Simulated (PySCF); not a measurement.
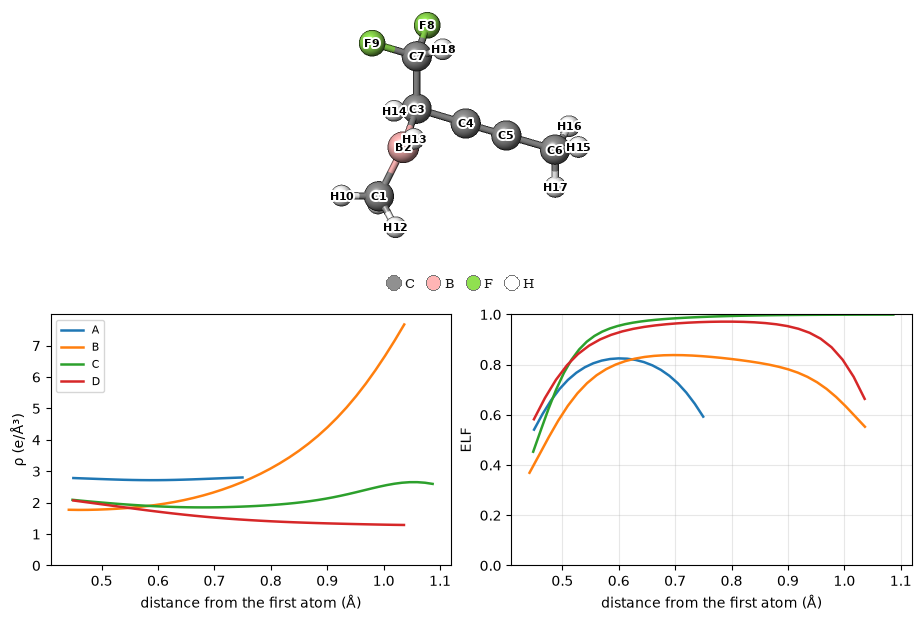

C₆H₉BF₂. Electron density and electron localisation function along straight lines between neighbouring atoms. The curves leave out the atomic cores. The structure is drawn too.

Geometry: GFN2-xTB.

Computed with PySCF, PBE0/pcSseg-1, SCF density, gas phase, non-relativistic.

```xyz
18

C    -2.3876   -1.0183   -0.3930
B    -1.4519   -0.2396    0.5887
C    -0.4838    0.8955    0.0387
C     0.7171    0.1232   -0.2621
C     1.7063   -0.5165   -0.4885
C     2.9033   -1.2709   -0.7861
C    -0.1490    1.9924    1.0393
F     0.6530    2.9447    0.4936
F    -1.2775    2.6472    1.4234
H    -3.4171   -0.7102   -0.2012
H    -2.1893   -0.8378   -1.4462
H    -2.3710   -2.0931   -0.2217
H    -1.4138   -0.5109    1.7273
H    -0.8292    1.3773   -0.8819
H     3.2829   -1.7408    0.1208
H     3.6701   -0.6107   -1.1904
H     2.6812   -2.0451   -1.5201
H     0.3479    1.6202    1.9478
```

Which curve belongs to which contact (C–B, C–C, C–F and C–H)? The first atom named is at distance zero.

Answer. Curve A: C–C (1.20 Å): ρ at the midpoint is about 2.7 e/Å³; the ELF peaks at about 0.85 between the atoms: a multiple bond. Curve B: C–F (1.36 Å): ρ at the midpoint is about 2.2 e/Å³, with its minimum of 1.8 e/Å³ about 0.5 Å from C; the ELF peaks at about 0.85 between the atoms (a shared but strongly polarised pair). Curve C: C–H (1.09 Å): ρ at the midpoint is about 1.9 e/Å³; the ELF climbs to about 1 towards the hydrogen, as it does in any bond to H (a covalent bond by its length). Curve D: C–B (1.56 Å): ρ at the midpoint is about 1.4 e/Å³; the ELF peaks at about 1 between the atoms: a covalent bond.
